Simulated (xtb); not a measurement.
**HfNH3OF2: molecular dynamics (part 3 of 4)**

HfNH3OF2; GFN1-xTB, ALPB solvent toluene (xtb 6.7.1). The geometry comes from this level: GFN2-xTB.

Geometry of the input (Å):
```
N  -0.8774  0.1855  -1.3340
Hf 0.2992  0.2218  0.2786
O  0.2833  -1.3382  1.2938
F  2.1726  0.3766  0.2052
F  -0.2113  1.7668  1.1887
H  -1.2988  -0.6296  -1.7789
H  -1.5581  0.9452  -1.4173
H  1.1906  -1.5281  1.5640
```

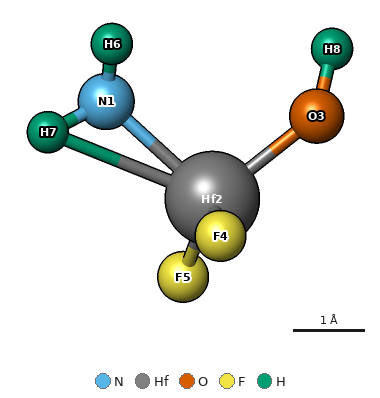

**Figure 1.** The geometry at step 7 of the log (ball-and-stick view, seen at a tilt; atoms are numbered from 1 in the order of the input).

The program's output, continued
```
 iter      E             dE          RMSdq      gap      omega  full diag
   1    -21.2321203 -0.212321E+02  0.108E-02    3.07       0.0  T
   2    -21.2321202  0.949222E-07  0.661E-03    3.07       5.3  T
   3    -21.2321205 -0.359796E-06  0.514E-03    3.07       6.9  T
   4    -21.2321208 -0.257385E-06  0.110E-03    3.07      32.2  T
   5    -21.2321208 -0.363720E-09  0.214E-04    3.07     165.4  T
   6    -21.2321208 -0.153324E-09  0.346E-05    3.07    1022.6  T
   7    -21.2321208 -0.691358E-11  0.111E-06    3.07   31824.0  T
     SCC iter.                  ...        0 min,  0.001 sec
     gradient                   ...        0 min,  0.002 sec
 * total energy  :   -21.1321576 Eh     change       -0.2556089E-04 Eh
   gradient norm :     0.0044859 Eh/α   predicted    -0.2265771E-04 ( -11.36%)
   displ. norm   :     0.0519504 α      lambda       -0.3080289E-04
   maximum displ.:     0.0344188 α      in ANC's #4, #2, #12, ...
 * RMSD in coord.:     0.8444709 α      energy gain  -0.9048439E-02 Eh

generating ANC from exact Hessian ...
Using Lindh-Hessian (1995)
 Shifting diagonal of input Hessian by    9.7972412682817561E-003
 Lowest  eigenvalues of input Hessian
    0.000000    0.000000    0.000000    0.000000    0.000000    0.000000
    0.010000    0.015274    0.017221    0.017867    0.026354    0.039626
    0.041120    0.048565    0.066066    0.125078    0.214129    0.280972
 Highest eigenvalues
    0.463124    0.794680    0.862475    1.178166    1.267025    1.506451

........................................................................
.............................. CYCLE   21 ..............................
........................................................................

 iter      E             dE          RMSdq      gap      omega  full diag
   1    -21.2323610 -0.212324E+02  0.704E-03    3.08       0.0  T
   2    -21.2323611 -0.549732E-07  0.497E-03    3.07       7.1  T
   3    -21.2323613 -0.220899E-06  0.250E-03    3.08      14.1  T
   4    -21.2323614 -0.753441E-07  0.809E-04    3.07      43.7  T
   5    -21.2323614 -0.222763E-08  0.141E-04    3.07     250.7  T
   6    -21.2323614 -0.143388E-10  0.353E-05    3.07    1002.7  T
     SCC iter.                  ...        0 min,  0.001 sec
     gradient                   ...        0 min,  0.002 sec
 * total energy  :   -21.1321757 Eh     change       -0.1805761E-04 Eh
   gradient norm :     0.0035692 Eh/α   predicted     0.0000000E+00 (-100.00%)
   displ. norm   :     0.0171560 α      lambda       -0.1595774E-04
   maximum displ.:     0.0099359 α      in ANC's #1, #4, #3, ...

   *** GEOMETRY OPTIMIZATION CONVERGED AFTER 21 ITERATIONS ***

------------------------------------------------------------------------
 total energy gain   :        -0.0090665 Eh       -5.6893 kcal/mol
 total RMSD          :         0.8444709 a0        0.4469 Å
 total power (kW/mol):        -1.1335278 (step) -247.4648 (real)
------------------------------------------------------------------------

 ANCopt (total)                0 d,  0 h,  0 min,  0.096 sec
 optimizer setup                ...        0 min,  0.000 sec (  0.045%)
 model hessian                  ...        0 min,  0.000 sec (  0.448%)
 ANC generation                 ...        0 min,  0.000 sec (  0.154%)
 coordinate transformation      ...        0 min,  0.000 sec (  0.067%)
 single point calculation       ...        0 min,  0.093 sec ( 96.851%)
 optimization log               ...        0 min,  0.001 sec (  0.935%)
 hessian update                 ...        0 min,  0.000 sec (  0.085%)
 rational function              ...        0 min,  0.001 sec (  0.836%)

================
 final structure:
================
8 C
 N Hf O F H
    1    1   -8.95606914367999E-01    1.71882731723764E-01   -1.17230133234102E+00
    2    2    3.64909578059360E-01    2.99631973652480E-01    3.43874346181374E-01
    3    3    5.18838940118883E-01   -1.31405590459357E+00    1.23115760317710E+00
    4    4    1.94825899891881E+00    8.98833709559724E-01   -3.22158998499682E-01
    5    4   -2.05372633913304E-01    1.67306576581667E+00    1.39390440872348E+00
    6    5   -1.37058980874451E+00   -6.57709753166024E-01   -1.51925373560709E+00
    7    5   -1.15048604554723E+00    9.40309393742166E-01   -1.78825601453149E+00
    8    5    7.90047885475973E-01   -2.01195791673523E+00    1.83304372289732E+00

 Bond Distances (Angstroems)
 ---------------------------
N1-Hf2=1.9759        N1-H6=1.0170         N1-H7=1.0173         Hf2-N1=1.9759        Hf2-O3=1.8480        Hf2-F4=1.8192
Hf2-F5=1.8205        O3-Hf2=1.8480        O3-H8=0.9607         F4-Hf2=1.8192        F5-Hf2=1.8205        H6-N1=1.0170
H7-N1=1.0173         H8-O3=0.9607
 N  H  Rav=1.0171 sigma=0.0002  Rmin=1.0170  Rmax=1.0173     2
 O  H  Rav=0.9607 sigma=0.0000  Rmin=0.9607  Rmax=0.9607     1
 Hf N  Rav=1.9759 sigma=0.0000  Rmin=1.9759  Rmax=1.9759     1
 Hf O  Rav=1.8480 sigma=0.0000  Rmin=1.8480  Rmax=1.8480     1
 Hf F  Rav=1.8199 sigma=0.0006  Rmin=1.8192  Rmax=1.8205     2

 selected bond angles (degree)
 --------------------
H6-N1-Hf2=127.77               H7-N1-Hf2=125.14               H7-N1-H6=107.01                O3-Hf2-N1=111.41
F4-Hf2-N1=107.19               F4-Hf2-O3=113.01               F5-Hf2-N1=106.95               F5-Hf2-O3=114.08
F5-Hf2-F4=103.61               H8-O3-Hf2=163.48

 selected dihedral angles (degree)
 ---------------------------------
O3-Hf2-N1-H6=355.15           O3-Hf2-N1-H7=178.63           F4-Hf2-N1-H6=119.27           F4-Hf2-N1-H7=302.75
F5-Hf2-N1-H6=229.87           F5-Hf2-N1-H7= 53.35           H8-O3-Hf2-N1=175.31           H8-O3-Hf2-F4= 54.55
H8-O3-Hf2-F5=296.53
           -------------------------------------------------
          |                Final Singlepoint                |
           -------------------------------------------------

          ...................................................
          :                      SETUP                      :
          :.................................................:
          :  # basis functions                  32          :
          :  # atomic orbitals                  31          :
          :  # shells                           17          :
          :  # electrons                        32          :
          :  # halogen bonds                     0          :
          :  max. iterations                   250          :
          :  Hamiltonian                  GFN1-xTB          :
          :  restarted?                      false          :
          :  GBSA solvation                   true          :
          :  PC potential                    false          :
          :  electronic temp.          300.0000000     K    :
          :  accuracy                    1.0000000          :
          :  -> integral cutoff          0.2500000E+02      :
          :  -> integral neglect         0.1000000E-07      :
          :  -> SCF convergence          0.1000000E-05 Eh   :
          :  -> wf. convergence          0.2000000E-04 e    :
          :  Broyden damping             0.4000000          :
          :  net charge                          0          :
          :  unpaired electrons                  0          :
          ...................................................

 iter      E             dE          RMSdq      gap      omega  full diag
   1    -21.2323614 -0.212324E+02  0.367E-06    3.07       0.0  T
   2    -21.2323614  0.142109E-13  0.206E-06    3.07   17126.3  T
   3    -21.2323614 -0.497380E-13  0.186E-06    3.07   19014.6  T

   *** convergence criteria satisfied after 3 iterations ***

         #    Occupation            Energy/Eh            Energy/eV
      -------------------------------------------------------------
         1        2.0000           -0.7711727             -20.9847
       ...           ...                  ...                  ...
        10        2.0000           -0.4703027             -12.7976
        11        2.0000           -0.4677278             -12.7275
        12        2.0000           -0.4635432             -12.6137
        13        2.0000           -0.4630962             -12.6015
        14        2.0000           -0.4604724             -12.5301
        15        2.0000           -0.4430636             -12.0564
        16        2.0000           -0.3778419             -10.2816 (HOMO)
        17                         -0.2648579              -7.2072 (LUMO)
        18                         -0.2586465              -7.0381
        19                         -0.2261234              -6.1531
        20                         -0.2189714              -5.9585
        21                         -0.2052704              -5.5857
       ...                                ...                  ...
        31                          0.5382403              14.6463
      -------------------------------------------------------------
                  HL-Gap            0.1129840 Eh            3.0745 eV
             Fermi-level           -0.3213499 Eh           -8.7444 eV

 SCC (total)                   0 d,  0 h,  0 min,  0.004 sec
 SCC setup                      ...        0 min,  0.000 sec (  3.076%)
 Dispersion                     ...        0 min,  0.000 sec (  0.354%)
 classical contributions        ...        0 min,  0.000 sec (  0.160%)
 integral evaluation            ...        0 min,  0.001 sec ( 30.303%)
 iterations                     ...        0 min,  0.001 sec ( 12.728%)
 molecular gradient             ...        0 min,  0.002 sec ( 50.639%)
 printout                       ...        0 min,  0.000 sec (  2.395%)

         :::::::::::::::::::::::::::::::::::::::::::::::::::::
         ::                     SUMMARY                     ::
         :::::::::::::::::::::::::::::::::::::::::::::::::::::
         :: total energy             -21.132175696832 Eh    ::
         :: w/o Gsasa/hb/shift       -21.130404585800 Eh    ::
         :: gradient norm              0.003569615392 Eh/a0 ::
         :: HOMO-LUMO gap              3.074450563564 eV    ::
         ::.................................................::
         :: SCC energy               -21.232361385697 Eh    ::
         :: -> electrostatic           0.240581411805 Eh    ::
         :: -> Gsolv                  -0.014482910142 Eh    ::
         ::    -> Gelec               -0.012711799110 Eh    ::
         ::    -> Gsasa               -0.005326091127 Eh    ::
         ::    -> Ghb                  0.000000000000 Eh    ::
         ::    -> Gshift               0.003554980094 Eh    ::
         :: repulsion energy           0.102002798871 Eh    ::
         :: dispersion energy         -0.001817110006 Eh    ::
         :: halogen bond corr.         0.000000000000 Eh    ::
         :: add. restraining           0.000000000000 Eh    ::
         :: total charge              -0.000000000000 e     ::
         :::::::::::::::::::::::::::::::::::::::::::::::::::::

           -------------------------------------------------
          |                Property Printout                |
           -------------------------------------------------

    * Orbital Energies and Occupations

         #    Occupation            Energy/Eh            Energy/eV
      -------------------------------------------------------------
         1        2.0000           -0.7711727             -20.9847
       ...           ...                  ...                  ...
         4        2.0000           -0.7212020             -19.6249
         5        2.0000           -0.5628328             -15.3155
         6        2.0000           -0.5127919             -13.9538
         7        2.0000           -0.4843466             -13.1797
         8        2.0000           -0.4842831             -13.1780
         9        2.0000           -0.4775033             -12.9935
        10        2.0000           -0.4703027             -12.7976
        11        2.0000           -0.4677278             -12.7275
        12        2.0000           -0.4635432             -12.6137
        13        2.0000           -0.4630962             -12.6015
        14        2.0000           -0.4604724             -12.5301
        15        2.0000           -0.4430636             -12.0564
        16        2.0000           -0.3778419             -10.2816 (HOMO)
        17                         -0.2648579              -7.2072 (LUMO)
        18                         -0.2586465              -7.0381
        19                         -0.2261234              -6.1531
        20                         -0.2189714              -5.9585
        21                         -0.2052704              -5.5857
        22                         -0.0942589              -2.5649
        23                         -0.0856658              -2.3311
        24                         -0.0362349              -0.9860
        25                          0.0692578               1.8846
        26                          0.0828786               2.2552
        27                          0.2644942               7.1973
       ...                                ...                  ...
        31                          0.5382403              14.6463
      -------------------------------------------------------------
                  HL-Gap            0.1129840 Eh            3.0745 eV
             Fermi-level           -0.3213499 Eh           -8.7444 eV

  Mulliken/CM5 charges         n(s)   n(p)   n(d)
     1     -0.64353 -1.27643   1.422  4.222  0.000
     2      1.42847  2.28575   0.547  1.076  0.949
     3     -0.69774 -1.09856   1.617  5.081  0.000
     4     -0.45745 -0.63504   1.772  5.685  0.000
     5     -0.45756 -0.63461   1.772  5.685  0.000
     6      0.22286  0.40463   0.777  0.000  0.000
     7      0.22640  0.40795   0.774  0.000  0.000
     8      0.37856  0.54631   0.621  0.000  0.000

Wiberg/Mayer (AO) data.
largest (>0.10) Wiberg bond orders for each atom

 ---------------------------------------------------------------------------
     #   Z sym  total        # sym  WBO       # sym  WBO       # sym  WBO
 ---------------------------------------------------------------------------
     1   7      3.035 --     2      1.193     6      0.887     7      0.884
     2  72      4.262 --     1      1.193     3      1.103     5      0.912
                             4      0.911
     3   8      1.987 --     2      1.103     8      0.810
     4   9      0.990 --     2      0.911
     5   9      0.990 --     2      0.912
     6   1      0.947 --     1      0.887
     7   1      0.946 --     1      0.884
     8   1      0.856 --     3      0.810
 ---------------------------------------------------------------------------

Topologies differ in total number of bonds
Writing topology from bond orders to xtbtopo.mol

 dipole moment from electron density (au)
     X       Y       Z
  -0.5800  -1.3082  -0.2212  total (Debye):    3.680

           -------------------------------------------------
          |                Geometry Summary                 |
           -------------------------------------------------

      molecular mass/u    :      249.5117154
   center of mass at/Å    :        0.3697413       0.3285702       0.3347715
  moments of inertia/u·Å² :        0.1649424E+03   0.1702452E+03   0.1798064E+03
rotational constants/cm⁻¹ :        0.1022032E+00   0.9901974E-01   0.9375438E-01

 * 7 selected distances

     #   Z          #   Z                                           value/Å
     1   7          2  72                                         1.9758571 (max)
     2  72          3   8                                         1.8479597
     2  72          4   9                                         1.8192414
     2  72          5   9                                         1.8204686
     1   7          6   1                                         1.0169605
     1   7          7   1                                         1.0172725
     3   8          8   1                                         0.9606709 (min)

 * 5 distinct bonds (by element types)

   Z      Z             #   av. dist./Å        max./Å        min./Å
   1 H    7 N           2     1.0171165     1.0172725     1.0169605
   1 H    8 O           1     0.9606709     0.9606709     0.9606709
   7 N   72 Hf          1     1.9758571     1.9758571     1.9758571
   8 O   72 Hf          1     1.8479597     1.8479597     1.8479597
   9 F   72 Hf          2     1.8198550     1.8204686     1.8192414

optimized geometry written to: xtbopt.gen

           -------------------------------------------------
          | TOTAL ENERGY              -21.132175696832 Eh   |
          | GRADIENT NORM               0.003569615392 Eh/α |
          | HOMO-LUMO GAP               3.074450563564 eV   |
           -------------------------------------------------
           -------------------------------------------------
          |               Molecular Dynamics                |
           -------------------------------------------------
 trajectories on xtb.trj or xtb.trj.<n>

 MD time /ps        :    0.20
 dt /fs             :    1.00
 SCC accuracy       :    2.00
 temperature /K     :  298.15
 max steps          :   200
 block length (av.) :  5000
 dumpstep(trj) /fs  :   10.00    10
 dumpstep(coords)/fs: 1000.00  1000
 H atoms mass (amu) :     1
 # deg. of freedom  :    24
 SHAKE off
         time (ps)    <Epot>      Ekin   <T>   T     Etot       error
      0    0.00      0.00000   0.0482    0.    0.   -21.08402   -0.0000
 average properties
 Epot               :  -21.003079164807883
 Epot (accurate SCC):  -21.106370379915873
 Ekin               :   2.2514886064791816E-002
 Etot               :  -20.980564278743092
 T                  :   592.47045056992192
 normal exit of md()

------------------------------------------------------------------------
------------------------------------------------------------------------
 total:
 *  cpu-time:     0 d,  0 h,  0 min,  0.998 sec
 * ratio c/w:     1.000 speedup
 SCF:
 *  cpu-time:     0 d,  0 h,  0 min,  0.006 sec
 * ratio c/w:     1.000 speedup
 ANC optimizer:
 *  cpu-time:     0 d,  0 h,  0 min,  0.101 sec
 * ratio c/w:     1.000 speedup
 MD:
 *  cpu-time:     0 d,  0 h,  0 min,  0.886 sec
 * ratio c/w:     1.000 speedup
```

Standard error
```
normal termination of xtb
```

Trajectory as extended XYZ (Å, eV, eV/Å), 24 of the 41 frames kept, from step=0 to step=19
```
8
Properties=species:S:1:pos:R:3 step=0 energy=-574.78908
N    -0.8774    0.1855   -1.3340
Hf    0.2992    0.2218    0.2786
O     0.2833   -1.3382    1.2938
F     2.1726    0.3766    0.2052
F    -0.2113    1.7668    1.1887
H    -1.2988   -0.6296   -1.7789
H    -1.5581    0.9452   -1.4173
H     1.1906   -1.5281    1.5640
8
Properties=species:S:1:pos:R:3 step=2 energy=-574.92783
N    -0.8780    0.1723   -1.2357
Hf    0.2978    0.2784    0.3387
O     0.2881   -1.3221    1.2947
F     2.0948    0.4076    0.0059
F    -0.2498    1.7461    1.2365
H    -1.2260   -0.6261   -1.7628
H    -1.4829    0.9594   -1.4956
H     1.1560   -1.6157    1.6183
8
Properties=species:S:1:pos:R:3 step=3 energy=-574.94633
N    -0.8744    0.1795   -1.2307
Hf    0.2944    0.2834    0.3498
O     0.2961   -1.3135    1.3126
F     2.0629    0.4305   -0.0663
F    -0.2541    1.7381    1.2552
H    -1.2003   -0.6228   -1.7623
H    -1.4656    0.9613   -1.5079
H     1.1409   -1.6567    1.6497
8
Properties=species:S:1:pos:R:3 step=5 energy=-574.97969
N    -0.8946    0.1966   -1.2218
Hf    0.2861    0.2709    0.3619
O     0.3516   -1.3087    1.3493
F     1.9776    0.5197   -0.2413
F    -0.2440    1.7189    1.3207
H    -1.1597   -0.6179   -1.7681
H    -1.4127    0.9884   -1.5751
H     1.0956   -1.7679    1.7744
8
Properties=species:S:1:pos:R:3 step=7 energy=-574.99824
N    -0.9317    0.1836   -1.1952
Hf    0.2843    0.2552    0.3620
O     0.3997   -1.3252    1.3354
F     1.9410    0.6102   -0.2820
F    -0.2083    1.7158    1.3381
H    -1.1788   -0.6179   -1.7682
H    -1.3616    1.0065   -1.6302
H     1.0553   -1.8281    1.8401
8
Properties=species:S:1:pos:R:3 step=9 energy=-575.00378
N    -0.9644    0.1553   -1.1652
Hf    0.3050    0.2604    0.3468
O     0.4543   -1.3398    1.2655
F     1.9418    0.7431   -0.2841
F    -0.1735    1.7198    1.3255
H    -1.2287   -0.6305   -1.7354
H    -1.2875    0.9986   -1.6434
H     0.9530   -1.9067    1.8903
8
Properties=species:S:1:pos:R:3 step=10 energy=-575.01499
N    -0.9493    0.1637   -1.1716
Hf    0.2995    0.2705    0.3561
O     0.4371   -1.3233    1.2956
F     1.9466    0.6889   -0.2871
F    -0.2027    1.7180    1.3334
H    -1.2148   -0.6328   -1.7368
H    -1.3002    1.0009   -1.6422
H     0.9836   -1.8858    1.8524
8
Properties=species:S:1:pos:R:3 step=12 energy=-575.02153
N    -0.9481    0.1661   -1.1628
Hf    0.3113    0.2767    0.3550
O     0.4632   -1.3158    1.2870
F     1.9474    0.7346   -0.3013
F    -0.2117    1.7195    1.3294
H    -1.2327   -0.6417   -1.7053
H    -1.2667    0.9941   -1.6541
H     0.9372   -1.9336    1.8521
```
